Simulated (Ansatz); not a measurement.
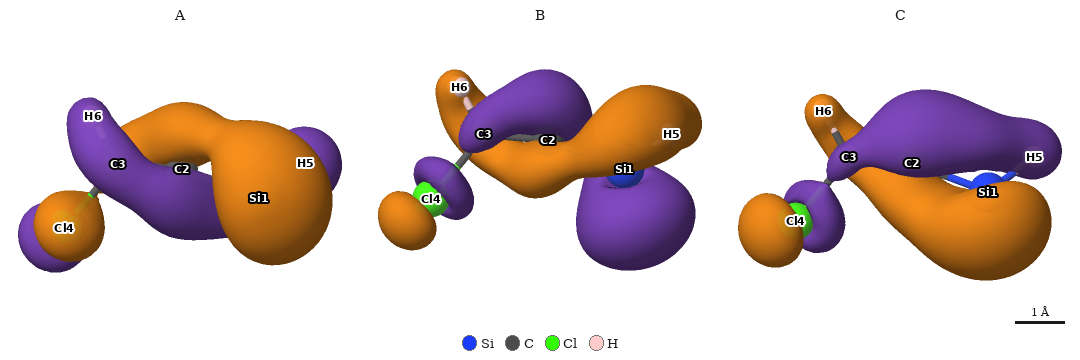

The picture shows: C₂H₂ClSi (SMILES [SiH]#C[CH]Cl) (doublet). Three frontier orbitals at ±0.1 Å⁻³ᐟ² (orange and purple are the two phases), in no order.

The calculation used UKS PBE/def2-SVP in Ansatz 0.2.0.

```csv
atom,x (Å),y (Å),z (Å)
Si,-0.5516,1.2845,-1.3936
C,-0.0795,0.2886,-0.0475
C,0.5748,-0.5466,0.7560
Cl,1.6795,-1.7994,0.2244
H,-2.0776,1.3170,-1.3948
H,0.4545,-0.5441,1.8555
```

> Order the three orbitals by energy and name them. All are α orbitals.

C is the HOMO−1 (α) (−6.25 eV). It lies mainly on Si1 (about 40 %), C2 (about 30 %), Cl4 (about 10 %) and C3 (about 10 %). A is the HOMO (α) (−5.44 eV). By Hirshfeld shares it lies mainly on Si1 (about 45 %), C2 (about 25 %), C3 (about 15 %), Cl4 (about 10 %) and H5 (about 5 %). B is the LUMO (α) (−3.06 eV). It lies mainly on Si1 (about 50 %), C2 (about 20 %), C3 (about 10 %) and Cl4 (about 10 %).

> What is the gap between the highest occupied and lowest empty α orbitals?

2.38 eV between the orbital energies.
